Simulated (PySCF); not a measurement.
# Frequency calculation of C$_{2}$H$_{2}$F$_{2}$O

System: C$_{2}$H$_{2}$F$_{2}$O, SMILES FC1OC1F.
Method: HF/ANO-pVDZ, RHF (PySCF 2.14.0).

The geometry was optimised with HF/ANO-pVDZ symmetrised.

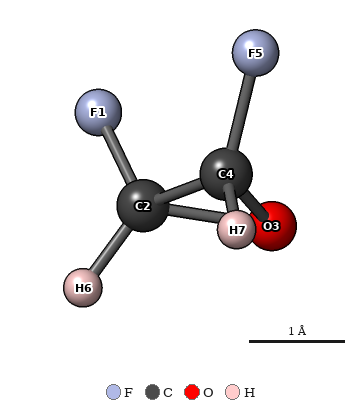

Figure 1. The structure (ball-and-stick view, seen at a tilt; atoms are numbered from 1 in the order of the input). Bond lengths as drawn: C–C 1.44 Å, C–F 1.33 Å, C–H 1.07 Å and C–O 1.38 Å.

Key numbers:

- outcome: converged
- total energy: −350.716360 hartree
- basis functions: 80
- HOMO: −13.11 eV
- LUMO: 7.50 eV
- zero-point energy: 0.046632 hartree
- dipole moment: 3.36 D
- wavenumbers, lowest and highest: 250 and 3402 cm⁻¹
- hardware: 1 thread of Arm Neoverse V2, 24 GiB of memory available, shared host
- wall time: 65 s
- peak memory: 0.53 GiB

Input (run.py):
```python
import numpy
from pyscf import gto, scf, symm
from pyscf.hessian import thermo

mol = gto.M(
    atom='geometry.xyz',
    basis='ano-pvdz',
    max_memory=1860,
    spin=0,
    verbose=3,
)

mf = scf.RHF(mol)
mf = mf.density_fit(auxbasis='cc-pvdz-jkfit')
mf.kernel()

etot = mf.e_tot
print(f'total energy: {etot:.8f} hartree')
hess = mf.Hessian().kernel()
modes = thermo.harmonic_analysis(mol, hess)
print('frequencies (1/cm)', numpy.round(modes['freq_wavenumber'], 1))
symm.geom.TOLERANCE = 1e-3  # for the symmetry number
th = thermo.thermo(mf, modes['freq_au'], 350, 101325)
thermo.dump_thermo(mol, th)
```

File geometry.xyz:
```
7

F     -1.308917     0.051287     0.808408
C     -0.057868    -0.399055     0.793023
O      0.299565    -1.110028    -0.328381
C      0.861632     0.142718    -0.169410
F      0.430823     1.076347    -1.012563
H      0.223310    -0.811927     1.741895
H      1.924941     0.190679    -0.039187
```

Launch command:
```bash
OMP_NUM_THREADS=1 python run.py
```

Log:
```
converged SCF energy = -350.716359585216
total energy: -350.71635959 hartree
frequencies (1/cm) [ 250.2  472.   626.8  708.   916.1  994.8 1221.4 1245.6 1296.8 1338.9
 1436.4 1497.8 1675.8 3387.1 3401.6]
temperature 350.0000 [K]
pressure 101325.00 [Pa]
Rotational constants [GHz] 9.48822 5.21017 3.92786
Symmetry number 1
Zero-point energy (ZPE) 0.04663 [Eh]   122433.227 [J/mol]
                           tot       elec      trans        rot        vib
Entropy [J/mol/K]       292.827      0.000    166.735    106.258     19.834
Cv [J/mol/K]             59.948      0.000     12.472     12.472     35.004
Cp [J/mol/K]             68.262      0.000     20.786     12.472     35.004
Internal energy [J/mol]                      4365.091   4365.091 127046.218
Internal energy [Eh]   -350.66465  -350.71636
Enthalpy [J/mol]                             7275.152   4365.091 127046.218
Enthalpy [Eh]          -350.66354
Gibbs free energy [J/mol]                  -51082.148 -32825.351 120104.410
Gibbs free energy [Eh] -350.70257
```

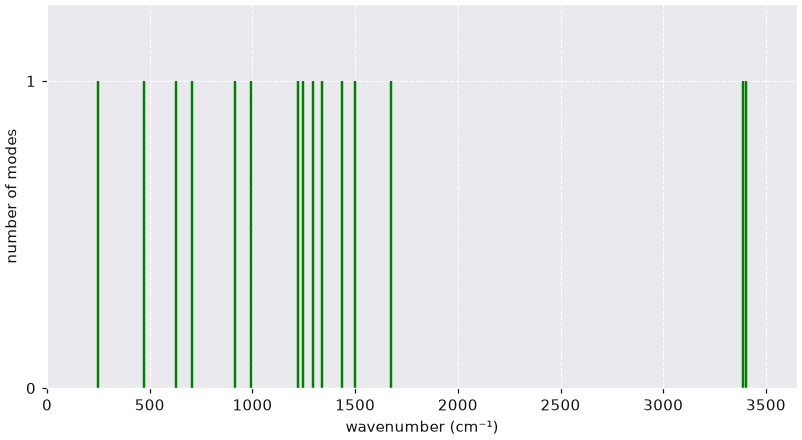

Figure 2. Harmonic vibrational wavenumbers from the force constants; neighbouring modes closer than 14 cm⁻¹ are counted in one stick. 15 modes from 250 to 3402 cm⁻¹, none imaginary.

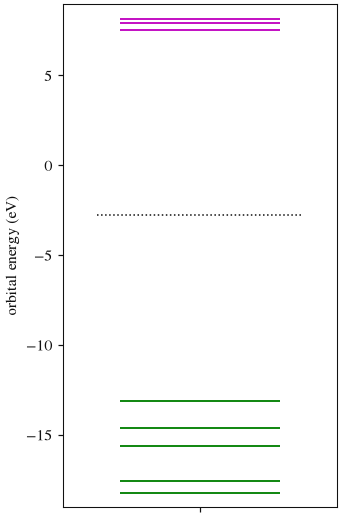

Figure 3. Orbital energies near the frontier; the dotted line parts filled from empty levels, and levels within 0.02 eV of each other stand side by side. Highest filled −13.11 eV, lowest empty 7.50 eV, 20.61 eV apart.
